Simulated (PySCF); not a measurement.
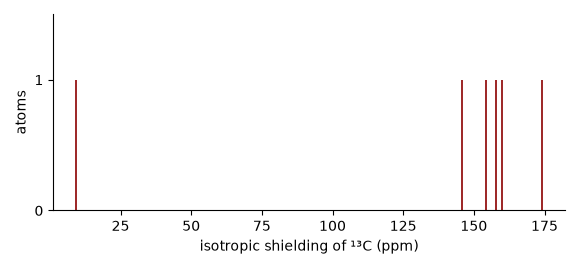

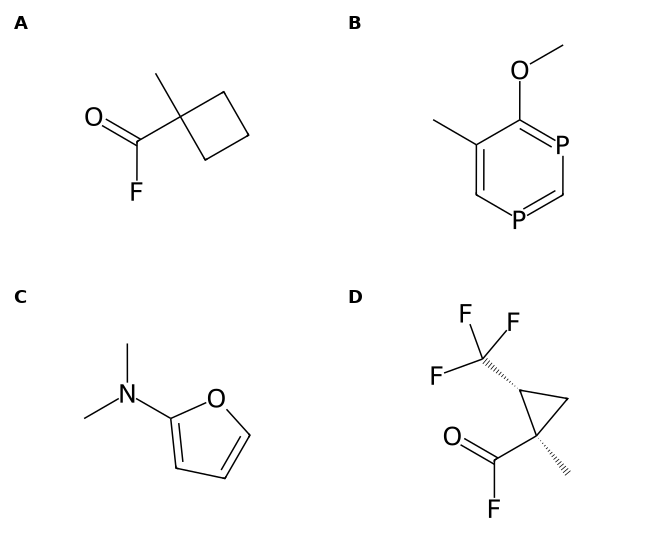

The sticks are computed shieldings of one of the molecules, for one fixed geometry (GFN2-xTB) without averaging over rotations. Low shielding means a high chemical shift. Method: GIAO PBE0/pcSseg-1 NMR shielding, non-relativistic, gas phase (PySCF 2.14.0).

**Which molecule gives this pattern?**

A, `CC1(C(=O)F)CCC1`. Its 6 C atoms give lines at 9.4, 145.7, 154.3, 157.8, 160.0, 174.0 ppm.

The geometry is semi-empirical. Around P such bond lengths and angles can be off by a tenth of an ångström or more and by several degrees, and values that hang on the shape move with them.
